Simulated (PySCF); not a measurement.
RbTl (charge +1, doublet)

```tsv
atom	x (Å)	y (Å)	z (Å)
Rb	0.0000	0.0000	-3.0002
Tl	0.0000	0.0000	1.2428
```

Core potentials replace the inner electrons of Rb and Tl.

These are results of PySCF, PBE0/def2-SVP, non-relativistic Hamiltonian with scalar-relativistic core potentials where named, at a bond length of 4.243 Å, not measurements.

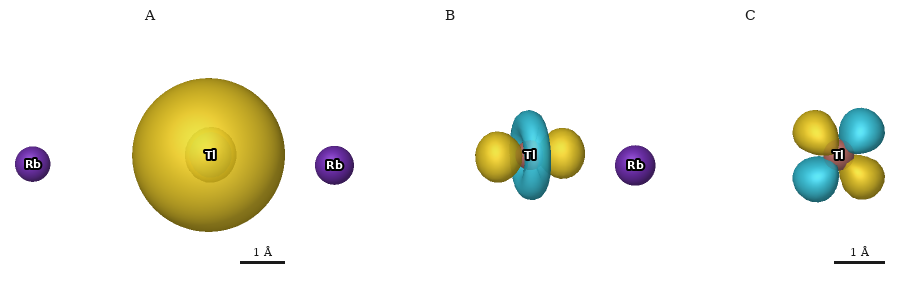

Figure 1. Three frontier β-spin orbitals, each drawn at the value that holds 80 % of its norm (yellow and cyan are the two phases), in no order; of a degenerate pair one member is drawn.

Q: Name the orbitals and rank them from lowest to highest energy.

A: Orbital C: π, occupied in this spin, −21.34 eV; almost wholly on Tl.
Orbital B: σ, occupied in this spin, −21.26 eV; almost wholly on Tl.
Orbital A: σ, occupied in this spin, −13.89 eV; almost wholly on Tl.

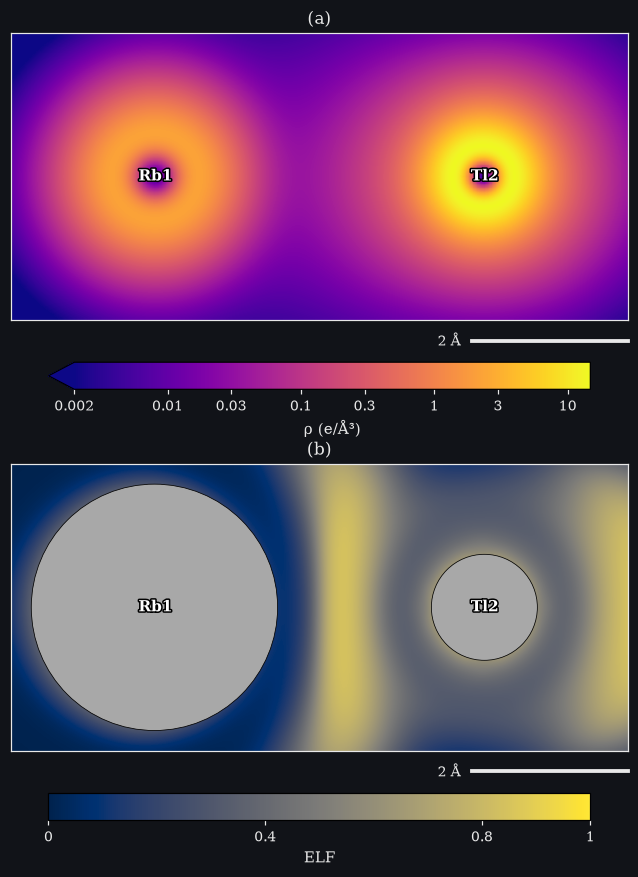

Figure 2. (a) electron density; (b) ELF on a plane that holds the molecular axis. Grey discs cover the atomic cores in the ELF map.

Q: What do the fields say about this system?

A: Atoms in the plane: Rb and Tl.
Rb–Tl (4.24 Å): ρ at the midpoint is about 0.04 e/Å³, with its minimum of 0.04 e/Å³ about 1.9 Å from Rb; the ELF peaks at about 0.85 in the valence shell of Tl, 1.8 Å from its nucleus, and is about 0.55 at the midpoint.

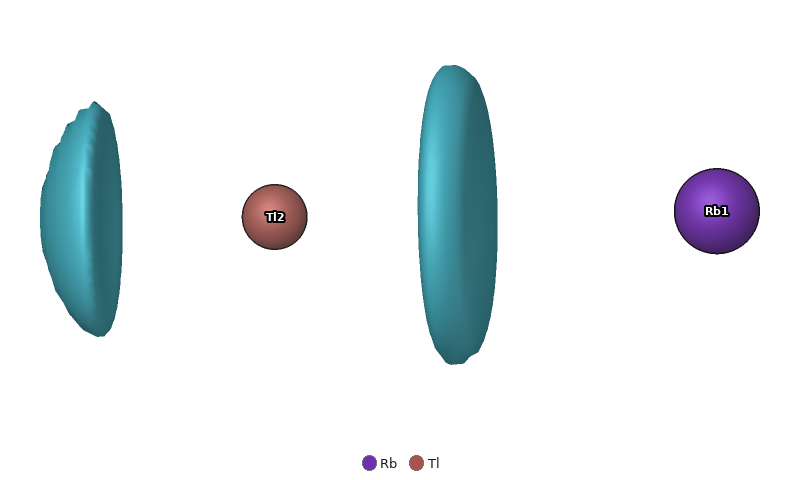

Figure 3. Isosurface of the electron localisation function at 0.75 (cyan), seen from one side. Core shells and regions of very low density are left out.

Q: Where are the electrons localised?

A: At this value the surface marks out one lobe of the valence shell of Tl pointing towards Rb (polar bonds) and one lobe on Tl, pointing away from the bonds (non-bonding electrons).
